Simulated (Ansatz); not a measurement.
**CH$_{4}$GeS: density, localisation and related maps**

```
atom    x (Å)    y (Å)    z (Å)
   S   0.0221  -2.2666   0.8318
   C  -0.5530  -0.9928   0.0387
  Ge   0.3685   0.7345  -0.0932
   H  -1.5296  -1.0705  -0.4515
   H   0.2464   1.2619  -1.5276
   H  -0.3227   1.7196   0.8558
   H   1.8296   0.5458   0.3003
```

The calculation used Ansatz, UKS BHLYP-D4/def2-SVP.

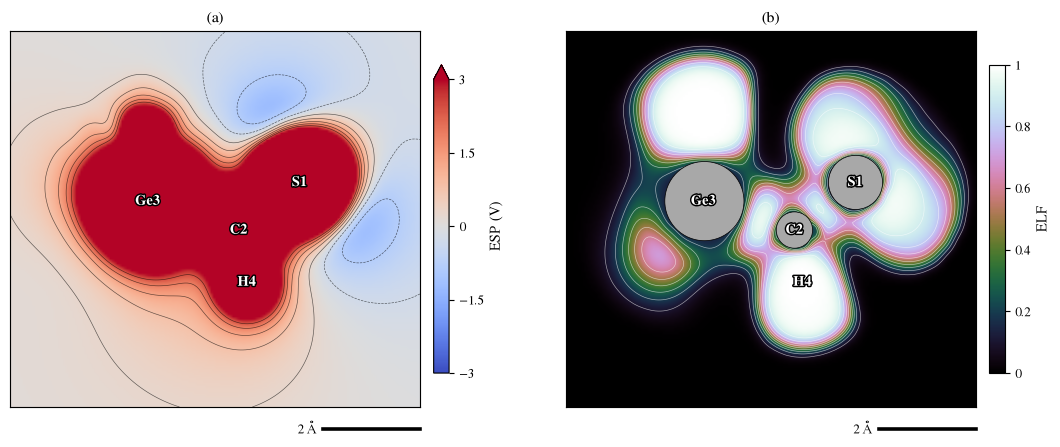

Figure 1. (a) electrostatic potential; (b) electron localisation function on the plane of atoms S1, C2 and Ge3. Grey discs cover the atomic cores in the ELF map.

### Describe what can be read from this map.

The plane passes through S, C, Ge and H nuclei.
C–S (1.61 Å): the ELF peaks at about 0.90 between the atoms: a covalent bond.
C–Ge (1.96 Å): the ELF peaks at about 0.95 in the valence shell of C, 0.7 Å from its nucleus, and is about 0.70 at the midpoint.
C–H (1.10 Å): the ELF climbs to about 1 towards the hydrogen, as it does in any bond to H (a covalent bond by its length).
The ELF also peaks beside S1, away from the bonds: lone-pair regions.
Outside the dense part of the molecule the potential is most negative (−1.2 V) near S1.

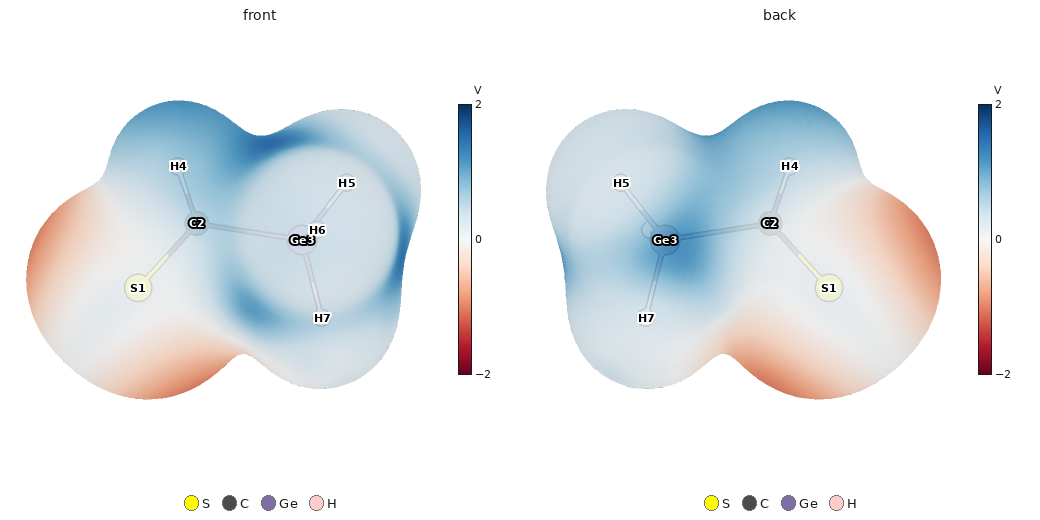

Figure 2. The molecular electrostatic potential painted on the density surface at 0.002 e/bohr³, seen from the front and from behind; red is negative and blue positive.

### Where is the surface potential most negative and most positive?

The most negative region (about −1.0 V) lies over S1, the most positive (about +1.5 V) over Ge3.

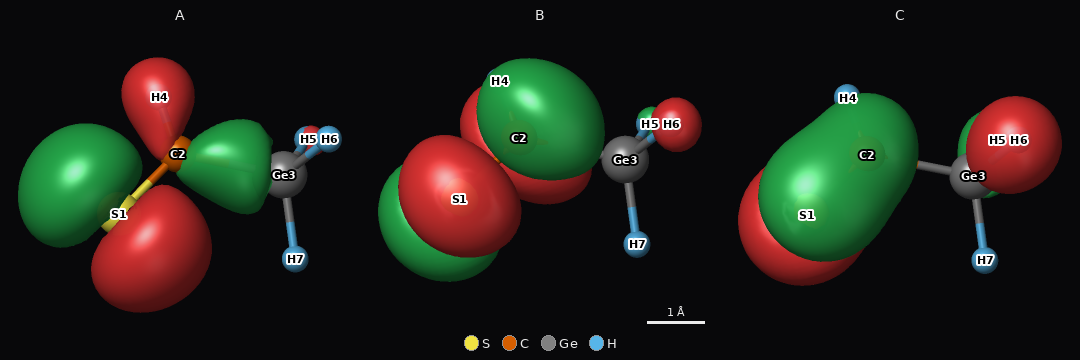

Figure 3. Three frontier orbitals at ±0.1 Å⁻³ᐟ² (green and red are the two phases), in no order.

### Which picture is the HOMO−1, the HOMO and the LUMO?

C is the HOMO−1 (−9.73 eV). It lies mainly on S1 (about 50 %), C2 (about 30 %), Ge3 (about 10 %) and H6 (about 5 %); π-bonding across S1–C2. A is the HOMO (−7.33 eV). Its weight (Hirshfeld) is mainly on S1 (about 75 %), C2 (about 10 %) and Ge3 (about 5 %); largely a lone pair of S1. B is the LUMO (−1.36 eV). It lies mainly on S1 (about 45 %), C2 (about 40 %) and Ge3 (about 10 %); π-antibonding (π*) across S1–C2.

### What is the HOMO–LUMO gap?

5.97 eV between the orbital energies.
